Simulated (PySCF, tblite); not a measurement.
# C7H14OSi: geometry, infrared bands and NMR shifts

What infrared bands and NMR shifts should C7H14OSi (`CCC(=O)/C=C/[SiH](C)C`) show?

Programs: tblite 0.8.0 and PySCF 2.14.0, with density-fitted response routines of our own. Each step states its level of theory. These are calculated values for one molecule in the gas phase, unless marked as measured. Atoms count from 0, in the outputs and in this text.

## (1) The starting structure

23 atoms, charge 0, multiplicity 1; geometry from: force field or distance geometry start.

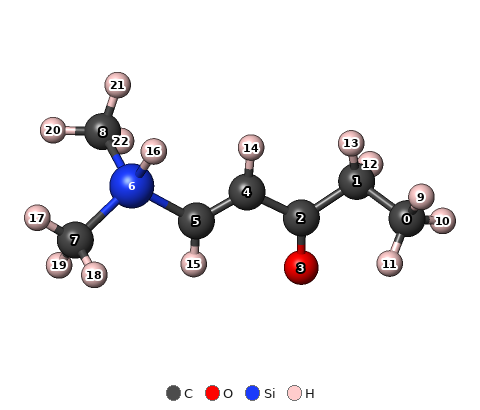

The starting geometry (carbon dark grey, oxygen red, silicon blue, hydrogen pink), atoms numbered; sticks join atoms by distance.

## (2) Geometry optimisation with GFN2-xTB

The job: settings as JSON, then the geometry in Å.

```
{"job": {"kind": "relax", "xc": "GFN2-xTB", "basis": "xTB"}, "charge": 0, "multiplicity": 1}
C      4.081300    -0.500000     0.520100
C      3.026500     0.387800    -0.167000
C      1.806900    -0.426900    -0.472900
O      1.889800    -1.500800    -1.117000
C      0.504300     0.112100    -0.005800
C     -0.618400    -0.534100    -0.251300
Si    -2.174100     0.196700     0.357000
C     -3.501100    -1.063100     0.634500
C     -2.671200     1.518200    -0.858600
H      4.268000    -0.085400     1.555100
H      4.978600    -0.495200    -0.098100
H      3.669300    -1.528700     0.627900
H      3.454100     0.848000    -1.053600
H      2.805800     1.191700     0.555100
H      0.524400     1.077300     0.531800
H     -0.608200    -1.471200    -0.778700
H     -1.845500     0.881600     1.642700
H     -4.421600    -0.597600     1.029600
H     -3.158800    -1.901600     1.291700
H     -3.740600    -1.563900    -0.335500
H     -3.777400     1.551600    -1.019200
H     -2.373400     2.548200    -0.508200
H     -2.123400     1.382100    -1.796400
```

Command:

```bash
> OMP_NUM_THREADS=1 python probes_run.py task.json out
```

One launch serves the whole session: the jobs run in the order shown.

The log of the run:

```text
step      E/eV     max force
  0    -757.60135    2.814
  1    -757.83633    3.014
  2    -757.93738    0.552
  3    -757.97109    0.352
  4    -758.01306    0.391
  5    -758.02733    0.380
  6    -758.04206    0.282
  7    -758.04872    0.139
  8    -758.05274    0.178
  9    -758.05764    0.168
 10    -758.06198    0.129
 11    -758.06574    0.159
 12    -758.06891    0.134
 13    -758.07204    0.137
 14    -758.07497    0.111
 15    -758.07749    0.136
 16    -758.07970    0.134
 17    -758.08173    0.108
 18    -758.08348    0.118
 19    -758.08494    0.084
 20    -758.08623    0.097
 21    -758.08750    0.089
 22    -758.08880    0.096
 23    -758.09007    0.098
 24    -758.09132    0.091
 25    -758.09258    0.097
 26    -758.09386    0.082
 27    -758.09526    0.099
 28    -758.09700    0.106
 29    -758.09919    0.125
 30    -758.10166    0.117
 31    -758.10408    0.116
 32    -758.10642    0.135
 33    -758.10916    0.130
 34    -758.11276    0.176
 35    -758.11697    0.164
 36    -758.12143    0.177
 37    -758.12606    0.160
 38    -758.13099    0.156
 39    -758.13641    0.178
 40    -758.14181    0.151
 41    -758.14681    0.131
 42    -758.15169    0.152
 43    -758.15494    0.276
 44    -758.15723    0.307
 45    -758.16156    0.116
 46    -758.16364    0.100
 47    -758.16675    0.122
 48    -758.16914    0.141
 49    -758.17192    0.128
 50    -758.17436    0.128
 51    -758.17753    0.149
 52    -758.18120    0.164
 53    -758.18540    0.158
 54    -758.18870    0.175
 55    -758.19089    0.136
 56    -758.19341    0.163
 57    -758.19583    0.120
 58    -758.19899    0.110
 59    -758.20028    0.088
 60    -758.20256    0.110
 61    -758.20492    0.124
 62    -758.20777    0.111
 63    -758.21028    0.129
 64    -758.21252    0.155
 65    -758.21468    0.098
 66    -758.21645    0.089
 67    -758.21782    0.117
 68    -758.21871    0.098
 69    -758.21970    0.058
 70    -758.22052    0.051
 71    -758.22127    0.074
 72    -758.22206    0.092
 73    -758.22299    0.085
 74    -758.22388    0.050
 75    -758.22459    0.057
 76    -758.22513    0.055
 77    -758.22571    0.075
 78    -758.22643    0.058
 79    -758.22738    0.056
 80    -758.22798    0.048
 81    -758.22858    0.055
 82    -758.22940    0.056
 83    -758.23050    0.064
 84    -758.23152    0.060
 85    -758.23217    0.047
 86    -758.23264    0.055
 87    -758.23326    0.060
 88    -758.23424    0.081
 89    -758.23543    0.083
 90    -758.23634    0.080
 91    -758.23715    0.084
 92    -758.23803    0.063
 93    -758.23990    0.069
 94    -758.24104    0.065
 95    -758.24221    0.056
 96    -758.24277    0.060
 97    -758.24330    0.056
 98    -758.24394    0.050
 99    -758.24488    0.062
100    -758.24596    0.067
101    -758.24691    0.057
102    -758.24741    0.077
103    -758.24795    0.041
104    -758.24819    0.028
105    -758.24842    0.023
106    -758.24864    0.035
107    -758.24890    0.044
108    -758.24913    0.040
109    -758.24939    0.039
110    -758.24972    0.045
111    -758.25028    0.055
112    -758.25119    0.066
113    -758.25229    0.064
114    -758.25325    0.067
115    -758.25405    0.072
116    -758.25451    0.074
117    -758.25533    0.060
118    -758.25604    0.075
119    -758.25698    0.042
120    -758.25734    0.038
121    -758.25779    0.043
122    -758.25831    0.045
123    -758.25896    0.043
124    -758.25941    0.072
125    -758.25987    0.043
126    -758.26021    0.041
127    -758.26069    0.041
128    -758.26121    0.057
129    -758.26225    0.065
130    -758.26329    0.074
131    -758.26430    0.085
132    -758.26512    0.066
133    -758.26597    0.085
134    -758.26663    0.058
135    -758.26723    0.035
136    -758.26739    0.032
137    -758.26758    0.025
138    -758.26775    0.024
139    -758.26791    0.024
140    -758.26807    0.028
141    -758.26824    0.028
142    -758.26839    0.028
143    -758.26851    0.021
144    -758.26860    0.018
145    -758.26866    0.015
146    -758.26872    0.016
147    -758.26877    0.020
148    -758.26883    0.017
149    -758.26891    0.018
150    -758.26901    0.027
151    -758.26914    0.039
152    -758.26932    0.044
153    -758.26954    0.039
154    -758.26979    0.037
155    -758.27011    0.043
156    -758.27052    0.060
157    -758.27104    0.073
158    -758.27160    0.059
159    -758.27184    0.075
160    -758.27249    0.058
161    -758.27295    0.042
162    -758.27373    0.048
163    -758.27438    0.043
164    -758.27520    0.039
165    -758.27568    0.065
166    -758.27598    0.041
167    -758.27619    0.022
168    -758.27631    0.021
169    -758.27643    0.021
170    -758.27654    0.019
171    -758.27658    0.015
172    -758.27660    0.008
```

It took 4.6 s on 1 thread of Intel Xeon at 2.50GHz, shared host; peak memory 0.18 GiB.

Step by step: (not every step is listed)

```tsv
step	energy from step 0 (eV)	largest force (eV/Å)
0	0.0000	2.8141
1	-0.2350	3.0143
2	-0.3360	0.5523
3	-0.3697	0.3523
4	-0.4117	0.3912
5	-0.4260	0.3802
6	-0.4407	0.2820
7	-0.4474	0.1385
8	-0.4514	0.1776
23	-0.4887	0.0977
38	-0.5296	0.1560
53	-0.5840	0.1581
68	-0.6174	0.0979
83	-0.6291	0.0635
98	-0.6426	0.0500
113	-0.6509	0.0644
128	-0.6599	0.0565
143	-0.6672	0.0212
158	-0.6703	0.0586
167	-0.6748	0.0222
168	-0.6750	0.0212
169	-0.6751	0.0213
170	-0.6752	0.0190
171	-0.6752	0.0150
172	-0.6753	0.0081
```

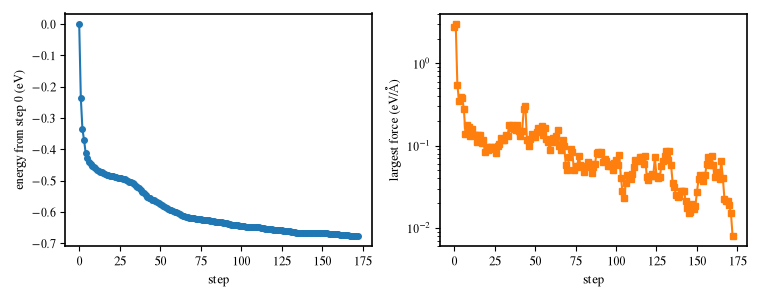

Energy and force, step by step.

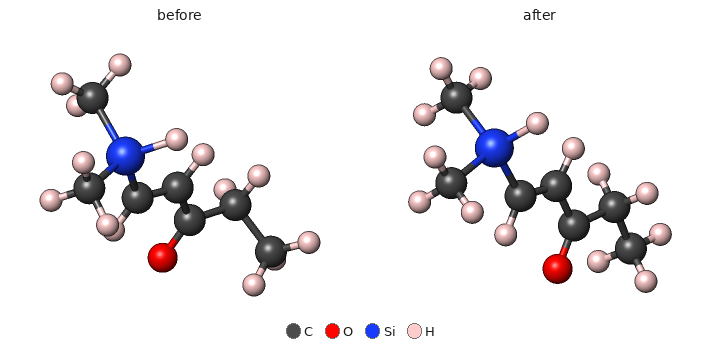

The geometry before (left) and after (right).

Close pairs (by a distance rule), those that changed most:

```tsv
bond	before (Å)	after (Å)	change (Å)
C5–Si6	1.823	1.891	+0.068
Si6–C7	1.851	1.899	+0.049
C2–O3	1.255	1.211	-0.044
C0–H9	1.130	1.087	-0.044
C8–H21	1.128	1.086	-0.042
Si6–C8	1.863	1.904	+0.041
C7–H18	1.119	1.086	-0.033
C8–H20	1.118	1.086	-0.033
```

The final coordinates are the input of the step that follows.

## (3) Harmonic vibrations with GFN2-xTB

The job: settings as JSON, then the geometry in Å.

```
{"job": {"kind": "ir", "xc": "GFN2-xTB", "basis": "xTB"}, "charge": 0, "multiplicity": 1}
C      4.328063    -0.439480    -0.042270
C      3.033621     0.328224     0.181435
C      1.809801    -0.562269     0.092240
O      1.875038    -1.753030    -0.116709
C      0.527164     0.148474     0.279730
C     -0.644333    -0.486627     0.226307
Si    -2.336509     0.334254     0.421383
C     -3.659521    -1.026839     0.490300
C     -2.623995     1.473748    -1.077066
H      4.420734    -1.235895     0.691644
H      5.187225     0.221295     0.042608
H      4.328457    -0.892544    -1.030372
H      2.924492     1.124617    -0.559868
H      3.031146     0.801149     1.167558
H      0.583712     1.212868     0.462038
H     -0.592613    -1.554269     0.041507
H     -2.343227     1.132660     1.660602
H     -4.654447    -0.604677     0.593664
H     -3.497335    -1.693051     1.332263
H     -3.654403    -1.632170    -0.412118
H     -3.577842     1.987493    -1.005252
H     -1.848022     2.230064    -1.148682
H     -2.621955     0.912990    -2.007924
```

The log of the run:

```text
mode    cm-1     km/mol
  1     -16.8      2.72
  2      36.7      0.04
  3      68.0      1.34
  4      82.7      2.06
  5      94.5      0.01
  6     108.7      0.01
  7     120.9      0.11
  8     157.7      2.16
  9     169.1      2.27
 10     179.9      0.45
 11     232.4      5.91
 12     251.0      1.04
 13     277.9     16.21
 14     406.9      1.12
 15     509.0      5.94
 16     615.2     76.89
 17     626.9     99.21
 18     633.3     16.14
 19     690.9     22.63
 20     717.9     31.38
 21     759.2     12.37
 22     770.4      1.08
 23     798.5      1.93
 24     825.2     27.33
 25     833.2    187.53
 26     837.1    106.93
 27     864.3    271.57
 28     891.0     12.92
 29    1018.7     21.10
 30    1040.5     11.14
 31    1045.4      1.31
 32    1067.4    116.23
 33    1127.1     70.72
 34    1196.7     95.01
 35    1225.8      0.13
 36    1300.1      3.90
 37    1317.7     46.80
 38    1369.6     11.05
 39    1376.2     12.18
 40    1409.9      4.69
 41    1444.8      7.93
 42    1481.8      0.08
 43    1484.5      0.35
 44    1486.6      0.22
 45    1488.8      2.57
 46    1490.5      0.56
 47    1499.0      3.97
 48    1628.4     40.09
 49    1730.9    225.84
 50    2164.9    327.53
 51    2950.6     22.19
 52    2967.0     18.79
 53    3027.3      9.51
 54    3032.3      4.54
 55    3036.0     45.25
 56    3038.6     49.30
 57    3042.0     18.65
 58    3042.6     11.65
 59    3046.4     23.04
 60    3047.0     27.94
 61    3047.6     43.49
 62    3053.3     15.40
 63    3060.8     52.66
```

Wall time 2.8 s (1 thread of Intel Xeon at 2.50GHz, shared host); peak memory 0.18 GiB.

The strongest bands and the atoms that carry them (share of the mass-weighted mode):

```tsv
cm⁻¹	km/mol	atoms
627	99.2	H16 76 %
833	187.5	H18 22 %, Si6 20 %, H21 14 %, C7 11 %
837	106.9	H22 23 %, H21 18 %, H19 17 %, C8 11 %
864	271.6	Si6 19 %, H17 19 %, H20 16 %
1067	116.2	C2 36 %, C1 18 %, H14 12 %
1197	95.0	H15 49 %, H14 20 %, C5 13 %
1731	225.8	C2 60 %, O3 35 %
2165	327.5	H16 97 %
```

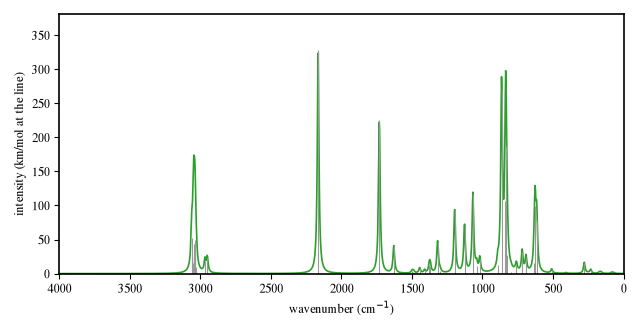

The infrared spectrum from these modes, unscaled. Lines are broadened to a width of 14 cm⁻¹ (Lorentzian).

## (4) Nuclear shieldings: PBE0/pcSseg-1

Same as in step 3 but for these lines:

```diff
@@ -1,2 +1,2 @@
-{"job": {"kind": "ir", "xc": "GFN2-xTB", "basis": "xTB"}, "charge": 0, "multiplicity": 1}
+{"job": {"kind": "nmr", "xc": "PBE0", "basis": "pcSseg-1"}, "charge": 0, "multiplicity": 1}
 C      4.328063    -0.439480    -0.042270
```

With the program's defaults for keys left out, this is: GIAO PBE0/pcSseg-1 NMR shielding, non-relativistic, gas phase.

The log of the run:

```text
coarse grid: 18992 points
cycle   1  E = -639.0643613273  dE =  8.456e-01  |g| = 8.920e-01  |ddm| = 4.208e+00
cycle   2  E = -638.6610796204  dE =  4.033e-01  |g| = 1.683e+00  |ddm| = 2.764e+00
cycle   3  E = -639.2211025981  dE = -5.600e-01  |g| = 2.634e-01  |ddm| = 2.214e+00
cycle   4  E = -639.2366363102  dE = -1.553e-02  |g| = 5.250e-02  |ddm| = 2.610e-01
cycle   5  E = -639.2372261408  dE = -5.898e-04  |g| = 1.101e-02  |ddm| = 5.187e-02
cycle   6  E = -639.2372544618  dE = -2.832e-05  |g| = 3.853e-03  |ddm| = 1.451e-02
cycle   7  E = -639.2372577899  dE = -3.328e-06  |g| = 1.024e-03  |ddm| = 5.009e-03
final grid: 176800 points
cycle   8  E = -639.3017662528  dE = -3.254e-05  |g| = 1.310e-02  |ddm| = 3.408e-02
cycle   9  E = -639.3016950222  dE =  7.123e-05  |g| = 2.333e-02  |ddm| = 2.980e-02
cycle  10  E = -639.3018011474  dE = -1.061e-04  |g| = 3.468e-03  |ddm| = 2.143e-02
cycle  11  E = -639.3018036381  dE = -2.491e-06  |g| = 2.062e-04  |ddm| = 2.946e-03
cycle  12  E = -639.3018036424  dE = -4.291e-09  |g| = 1.539e-04  |ddm| = 3.637e-04
cycle  13  E = -639.3018036481  dE = -5.623e-09  |g| = 4.448e-05  |ddm| = 1.731e-04
cycle  14  E = -639.3018036485  dE = -4.725e-10  |g| = 1.404e-05  |ddm| = 4.984e-05
converged SCF energy = -639.3018036485

GIAO shielding tensors (ppm)
atom      isotropic    diamagn.    paramagn.     s11        s22        s33       span
  0 C      177.141     241.435     -64.294    173.133    175.139    183.151     10.017
  1 C      145.278     254.797    -109.519    126.779    135.564    173.491     46.712
  2 C      -13.947     252.414    -266.361   -104.529    -38.404    101.092    205.621
  3 O     -281.029     403.458    -684.487   -874.791   -384.178    415.882   1290.672
  4 C       37.551     262.085    -224.533    -80.106     56.140    136.620    216.725
  5 C       32.279     263.867    -231.588    -82.890     -1.350    181.075    263.965
  6 Si     375.966     882.746    -506.781    346.073    375.486    406.338     60.265
  7 C      190.611     252.895     -62.284    187.084    190.968    193.781      6.697
  8 C      187.931     254.627     -66.696    180.194    191.580    192.019     11.824
  9 H       30.374      27.304       3.070     26.294     28.308     36.520     10.226
 10 H       30.850      24.536       6.314     26.135     28.673     37.742     11.606
 11 H       30.460      27.744       2.716     26.468     28.327     36.585     10.117
 12 H       29.261      33.122      -3.861     24.891     29.675     33.218      8.326
 13 H       29.249      32.303      -3.054     24.947     29.753     33.046      8.099
 14 H       24.955      38.274     -13.319     19.477     23.436     31.951     12.474
 15 H       23.874      36.892     -13.018     20.083     22.770     28.769      8.686
 16 H       27.005      31.063      -4.058     23.944     25.464     31.607      7.663
 17 H       31.527      27.282       4.245     26.817     28.813     38.951     12.135
 18 H       31.314      30.700       0.613     26.911     28.337     38.693     11.782
 19 H       31.402      31.347       0.055     27.458     28.826     37.921     10.463
 20 H       31.547      28.615       2.933     26.970     28.613     39.059     12.088
 21 H       31.530      33.775      -2.245     26.623     29.421     38.545     11.922
 22 H       31.516      32.515      -1.000     27.840     29.078     37.630      9.790
```

It took 2.1 min on 1 thread of Intel Xeon at 2.50GHz, shared host; peak memory 1.1 GiB.

Shifts follow as δ = σ(reference) − σ, with reference shieldings (ppm) from runs at the same level and on the same kind of geometry: 1H TMS 31.72, 13C TMS 186.9, 29Si TMS 349.2, 17O H2O 336.1. The references are single molecules in the gas phase, so shifts against H2O, NH3, PH3, H3PO4 or CFCl3 are not on the usual liquid scales and can be off by tens of ppm. Atoms listed in one row are averaged.

```tsv
atoms	environment	σ (ppm)	δ (ppm)	δ scaled to CDCl3
C2	ketone carbonyl carbon	-13.9	200.9	194.1
C5	β carbon of a C=C–C=O unit	32.3	154.6	149.0
C4	α carbon of a C=C–C=O unit	37.6	149.4	143.9
C1	sp3 CH2 α to a carbonyl	145.3	41.6	38.7
C0	methyl carbon	177.1	9.8	7.6
C7, C8	methyl carbon bonded to Si	189.3	-2.3	-4.2
H15	hydrogen on a β carbon of a C=C–C=O unit	23.87	7.84	7.50
H14	hydrogen on an α carbon of a C=C–C=O unit	24.95	6.76	6.48
H16	hydrogen on a silicon bonded to 3 C	27.01	4.71	–
H12, H13	hydrogen on an sp3 CH2 α to a carbonyl	29.26	2.46	2.43
H9, H10, H11	hydrogen on a methyl carbon	30.56	1.16	1.19
H17, H18, H19, H20, H21, H22	hydrogen on a methyl carbon bonded to Si	31.47	0.24	0.34
O3	ketone oxygen	-281.0	617.1	–
Si6	silicon bonded to 3 C, H	376.0	-26.8	–
```

The scaled column applies a straight-line fit of computed shieldings to shifts measured in CDCl3 (root-mean-square error 0.16 ppm for H, 1.9 ppm for C).

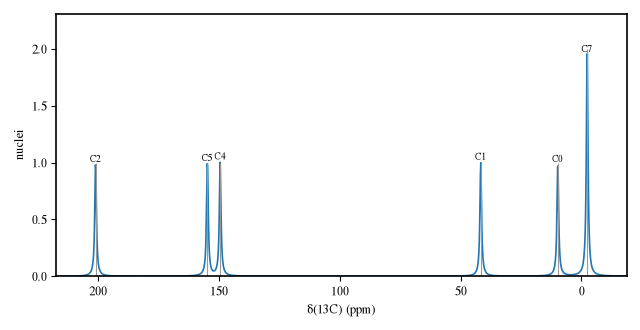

13C lines at the computed shifts, without couplings. Lines are broadened to a width of 0.81 ppm (Lorentzian).

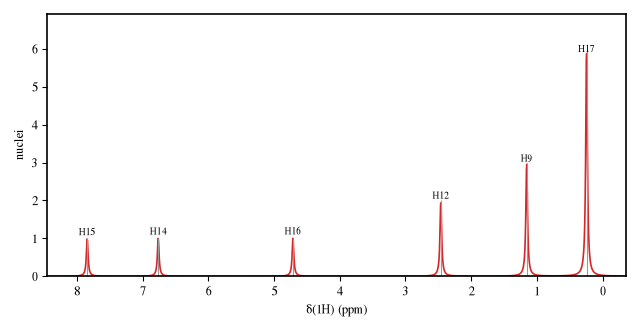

1H lines at the computed shifts, without couplings. Lines are broadened to a width of 0.03 ppm (Lorentzian).

Charges from the same density, by scheme (e):

```tsv
atoms	Mulliken	IAO	Hirshfeld	ESP fit
C0	-0.23	-0.42	-0.12	-0.40
C1	-0.32	-0.31	-0.07	-0.02
C2	0.25	0.37	0.16	0.71
O3	-0.37	-0.42	-0.22	-0.52
C4	-0.22	-0.19	-0.06	-0.46
C5	-0.32	-0.37	-0.11	-0.28
Si6	0.82	0.92	0.38	0.90
C7, C8	-0.62	-0.72	-0.21	-0.73
```

Hirshfeld charges:

C0 -0.12; C1 -0.07; C2 0.16; O3 -0.22; C4 -0.06; C5 -0.11; Si6 0.38; C7 -0.21; C8 -0.21; H9 0.04; H10 0.04; H11 0.04; H12 0.05; H13 0.05; H14 0.04; H15 0.04; H16 -0.08; H17 0.04; H18 0.04; H19 0.04; H20 0.04; H21 0.04; H22 0.04

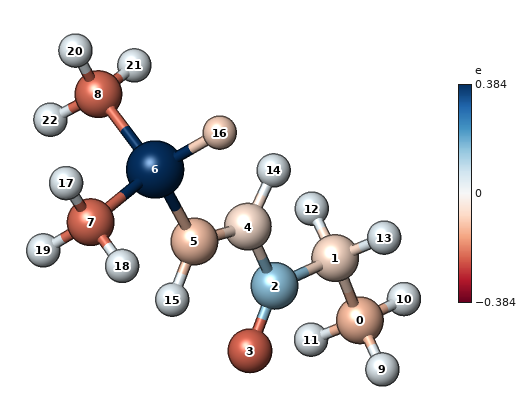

Hirshfeld charges, as colours on the atoms.

Mayer bond orders: C0–C1 1.07, C1–C2 0.96, C2–O3 2.01, C2–C4 0.97, C4–C5 1.86, C5–Si6 0.85, Si6–C7 0.97, Si6–C8 0.96.

## (5) Results

| quantity | value |
| --- | --- |
| strongest single infrared mode (GFN2-xTB) | 2165 cm⁻¹, 328 km/mol |
| zero-point energy (GFN2-xTB) | 117.7 kcal/mol |
| 13C shifts against TMS (PBE0/pcSseg-1, means over atoms taken as alike) | 200.9, 154.6, 149.4, 41.6, 9.8, -2.3 ppm |
| 1H shifts against TMS (PBE0/pcSseg-1, means over atoms taken as alike) | 7.84, 6.76, 4.71, 2.46, 1.16, 0.24 ppm |
| 17O shifts against H2O (PBE0/pcSseg-1) | 617.1 ppm |
| 29Si shifts against TMS (PBE0/pcSseg-1) | -26.8 ppm |

In words: Relaxing lowered the energy by 0.675 eV in 172 steps; the close pair that moved most is C5–Si6, from 1.823 to 1.891 Å. The lowest mode is slightly imaginary (17i cm⁻¹), a soft motion within the noise of the Hessian, so the minimum is not strictly shown. The strongest single mode, at 2165 cm⁻¹, moves mainly H16. Unscaled tight-binding wavenumbers are off by several per cent, some by more. Its intensities can rank the bands wrongly. The most deshielded carbon is C2 (ketone carbonyl carbon), at 200.9 ppm: the double bond to the heteroatom, with no lone-pair donor beside it, deshields it most. H15 (hydrogen on a β carbon of a C=C–C=O unit) lies farthest downfield among hydrogen, at 7.84 ppm; attached to an sp2 carbon and in the plane of the double bond. At PBE0/pcSseg-1: Shielding is most anisotropic at O3 (span 1291 ppm, paramagnetic term -684 ppm).
